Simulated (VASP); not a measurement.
Input:

```xyz
2
Lattice="0.0000 2.7037 2.7037 2.7037 0.0000 2.7037 2.7037 2.7037 0.0000" Properties=species:S:1:pos:R:3 pbc="T T T"
K      0.0000     0.0000     0.0000
F      2.7037     2.7037     2.7037
```

Method: PW91 GGA, VASP's PBE PAW potentials (set 64) (plane waves; VASP). Run with 520 eV cut-off, 9×9×9 Γ-centred mesh, tetrahedra with Blöchl corrections, potentials K_sv F.

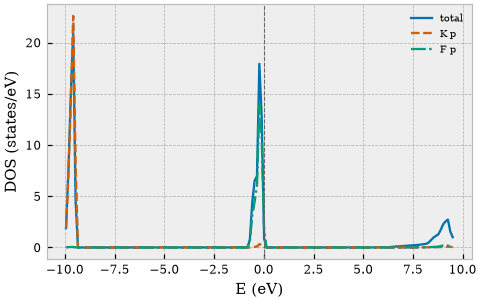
Fig. 1. Total and projected density of states, zero at the valence-band maximum

Within 2 eV below the valence-band maximum the largest weight inside VASP's projection spheres is F p.

The gap is direct, 6.05 eV, from the valence maximum at Γ to the conduction minimum at Γ.

The compound is KF in the rock salt structure. It was relaxed first.
